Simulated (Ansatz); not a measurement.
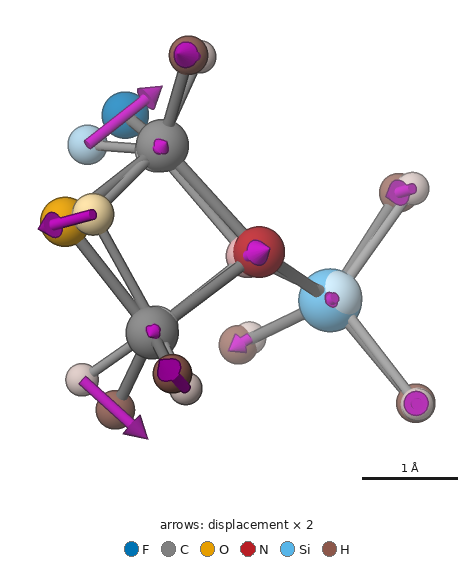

This is a relaxation of C₂H₆FNOSi. The starting structure is drawn faded, the final one solid; purple arrows show the displacements, magnified 2 times. The two geometries are superimposed by the best rigid fit.

Style: ball-and-stick. Shown from a free direction.

The run prepares the start of a later molecular dynamics calculation, from a guessed geometry.

Method: Ansatz, RKS r2SCANh-D4/STO-3G. (no spin polarisation; force threshold 0.02 eV/Å; at most 40 steps)

Q: What happened in the run?

A: Over 10 geometry steps the energy falls by 1.233 eV. Largest force component: 5.2 eV/Å at the start, 0.011 eV/Å at the end. The atom that moves furthest after the best rigid fit is the F atom (0.54 Å). By element the largest moves are F 0.54 Å, H 0.47 Å, O 0.42 Å, N 0.21 Å, C 0.10 Å, Si 0.08 Å. Near-neighbour distances that change, for instance: N–Si 1.669 → 1.793 Å, C–N 1.398 → 1.517 Å, C–F 1.280 → 1.393 Å, C–O 1.432 → 1.486 Å. Bond angles that change, for instance: C–N–Si 128.1° → 117.8°, O–C–H 104.3° → 112.6°, C–N–Si 124.2° → 115.9°. Cost: 48 s on 1 thread of Arm Neoverse V1, with other jobs on the host, peak memory 0.19 GiB.

Limits of the set-up: STO-3G is a minimal basis, so the numbers are rough.
